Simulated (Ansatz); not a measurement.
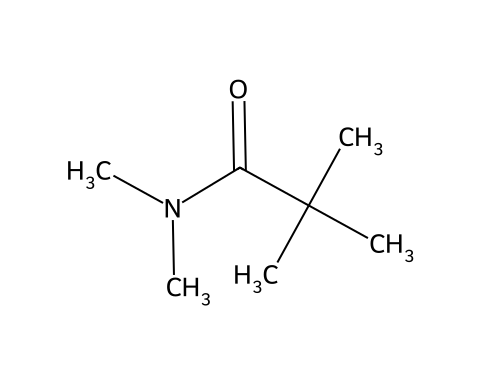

The drawing above gives the connectivity. The computed structure is the end point of a PBE0-D4/def2-TZVP optimisation. No frequency run is at hand to confirm it as a minimum.

What does the molecule look like in three dimensions?

The molecule is C₇H₁₅NO. SMILES: `CN(C)C(=O)C(C)(C)C`. It has no ring. Among its groups: amide. This geometry has Cs symmetry. Coordination: 6 C tetrahedral; 1 N trigonal planar; 1 C trigonal planar.

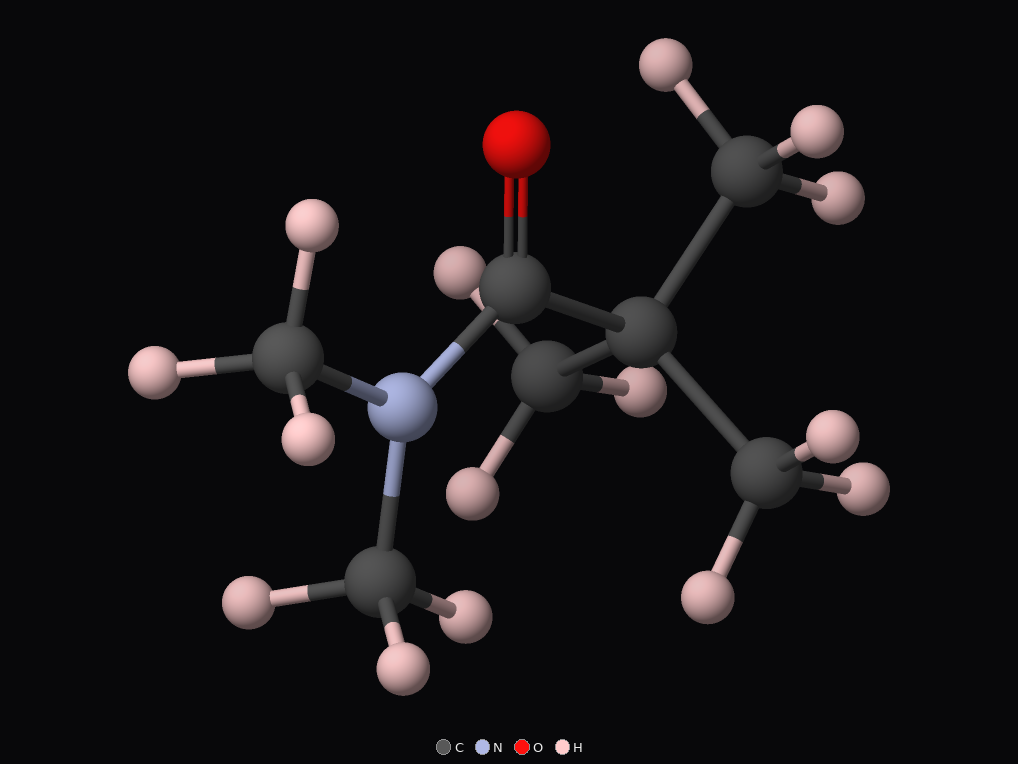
